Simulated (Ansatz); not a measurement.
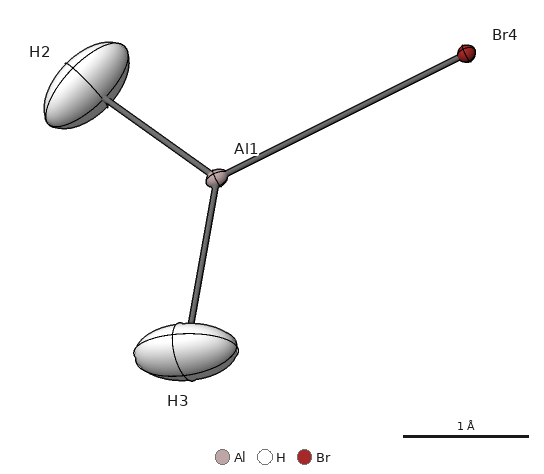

Displacement ellipsoids at the 50 % level, enlarged 1.5 times, from the internal vibrations of the free molecule (harmonic, no overall translation or rotation; no half-axis is drawn under 0.075 Å). Vibrations computed with RKS PBE0-D4/def2-TZVP (Ansatz 0.2.0). Temperature: 400 K.

**Which atom has the largest mean-square displacement?**

H2, H3, with U_eq = 0.0198 Å².

**Does H2 move more along its bond or across it?**

Across it: the root-mean-square amplitude is 0.093 Å along the bond and up to 0.187 Å across, since bending and torsion are softer than stretching.

List U_eq and the three principal root-mean-square amplitudes for each kind of atom.

```tsv
atom	U_eq (Å²)	rms amplitudes (Å)
Al1	0.00067	0.012, 0.013, 0.041
H2, H3	0.0198	0.092, 0.126, 0.187
Br4	0.00007	0.001, 0.003, 0.015
```
